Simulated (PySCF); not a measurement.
## Electronic structure of C$_{6}$H$_{11}$NOSi in real space

```csv
atom,x (Å),y (Å),z (Å)
C,3.6177,0.5795,-0.0641
C,2.4525,-0.0077,-0.2599
C,1.7627,-0.8928,0.7358
N,0.4344,-0.4269,1.0559
Si,-0.9129,-0.7479,0.0507
C,-1.4079,0.3020,-1.4380
C,-2.6066,0.8036,-1.1740
C,-3.1798,0.4274,0.1577
O,-2.2470,-0.3063,0.8943
H,4.0681,1.2205,-0.8030
H,4.1792,0.4328,0.8445
H,1.8928,0.1518,-1.1720
H,1.6586,-1.8960,0.3134
H,2.3567,-0.9617,1.6529
H,0.4514,0.4404,1.5725
H,-0.8930,-2.1801,-0.2488
H,-0.8900,0.4954,-2.3623
H,-3.1966,1.4418,-1.8150
H,-3.4622,1.3180,0.7334
H,-4.0832,-0.1829,0.0210
```

Geometry: GFN2-xTB.

Level of theory: PBE0/pcSseg-1, SCF density, gas phase, non-relativistic in PySCF.

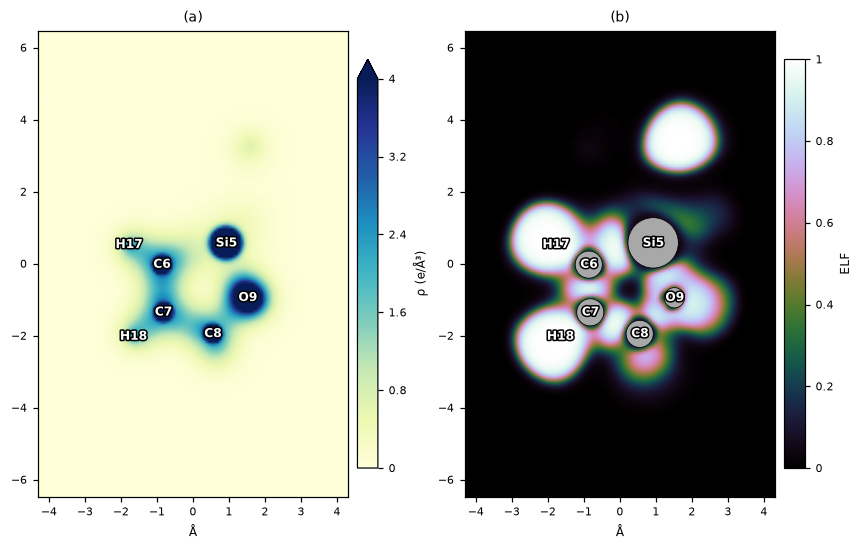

Figure 1. (a) total electron density; (b) ELF on the plane of atoms Si5, C6 and H17. Grey discs cover the atomic cores in the ELF map.

### Interpret the plot.

- Atoms in the plane: Si, C, O and H.
- C–C (1.33 Å): the density is about 2.3 e/Å³ at the midpoint; the ELF peaks at about 0.90 between the atoms; a short, multiple covalent bond.
- C–O (1.40 Å): the density is about 2.1 e/Å³ at the midpoint, with its minimum of 1.8 e/Å³ about 0.5 Å from C; the ELF peaks at about 0.90 between the atoms (a polar covalent bond).
- Si–O (1.64 Å): ρ is about 1.2 e/Å³ halfway; the ELF peaks at about 0.85 between the atoms; a shared but strongly polarised pair.
- C–Si (1.89 Å): the density is about 0.93 e/Å³ at the midpoint; the ELF peaks at about 0.95 between the atoms: localised, covalent bonding.
- The ELF also peaks beside O9, away from the bonds: lone-pair regions.

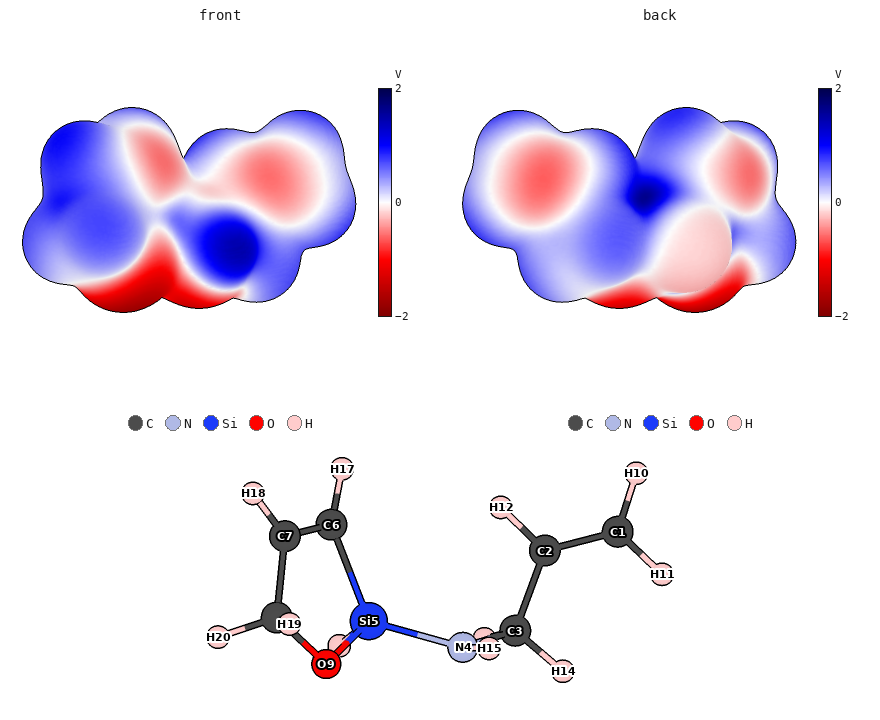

Figure 2. The electrostatic potential painted on the density surface at 0.002 e/bohr³, seen from the front and from behind; red is negative and blue positive. The bare structure is drawn below in the same view.

### Describe the electrostatic potential map.

The most negative region (about −1.7 V, or −39 kcal/mol for a unit charge) lies over O9, the most positive (about +1.4 V, or +32 kcal/mol for a unit charge) over Si5 and H15. O9 is the likeliest acceptor of a hydrogen bond.
